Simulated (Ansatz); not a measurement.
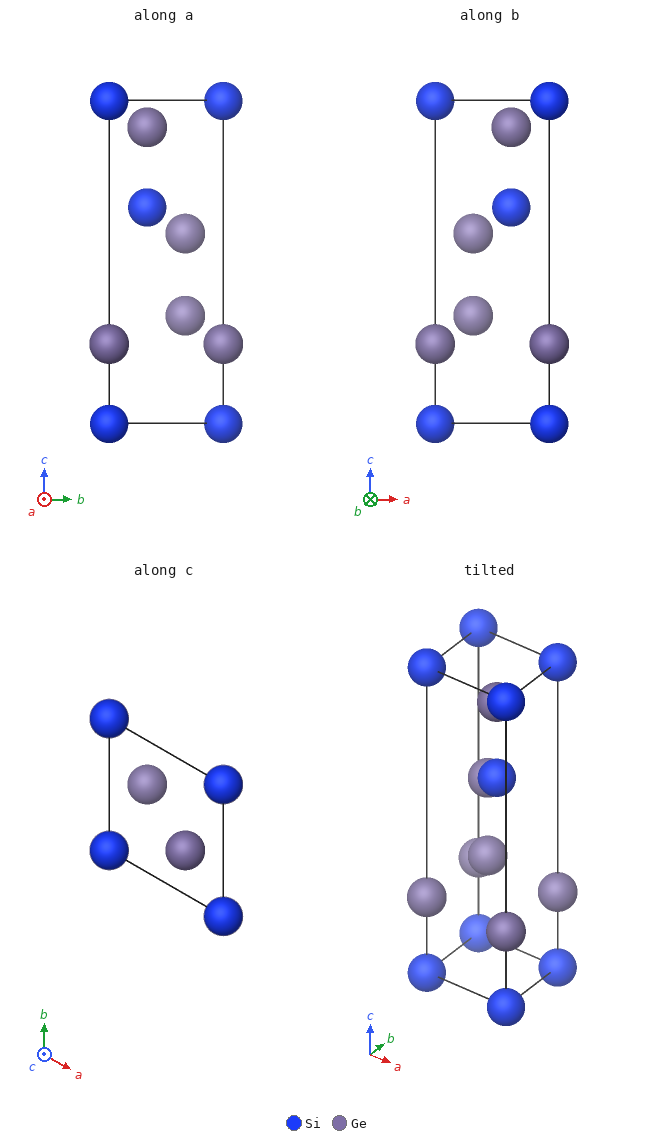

We look at a spheres-only model of the crystal along the a axis, along the b axis, along the c axis and slightly off an axis. The conventional unit cell is drawn as a box.

Lattice parameters: a = 3.9958 Å, b = 3.9958 Å, c = 9.7885 Å, α = 90.000°, β = 90.000°, γ = 120.000°.

Question: Set out the cell and atoms as a CIF with its space group and independent sites, with free fractional coordinates to two decimals.

Answer:
```cif
data_structure
_symmetry_space_group_name_H-M 'P 3 m 1'
_symmetry_Int_Tables_number 156
_cell_length_a 3.9958
_cell_length_b 3.9958
_cell_length_c 9.7885
_cell_angle_alpha 90.000
_cell_angle_beta 90.000
_cell_angle_gamma 120.000
_cell_volume 135.35
loop_
_atom_site_label
_atom_site_type_symbol
_atom_site_symmetry_multiplicity
_atom_site_Wyckoff_symbol
_atom_site_fract_x
_atom_site_fract_y
_atom_site_fract_z
_atom_site_occupancy
Si1 Si 1 a 0.00 0.00 0.00 1
Si2 Si 1 c 0.6667 0.3333 0.67 1
Ge1 Ge 1 b 0.3333 0.6667 0.3333 1
Ge2 Ge 1 c 0.6667 0.3333 0.92 1
Ge3 Ge 1 b 0.3333 0.6667 0.59 1
Ge4 Ge 1 a 0.00 0.00 0.25 1
```

The cell started as a structure type filled with these elements by a generator (whether the compound takes this form wasn't checked). The geometry is the end of a relaxation with DFT, PBE, plane waves, PAW (Ansatz).
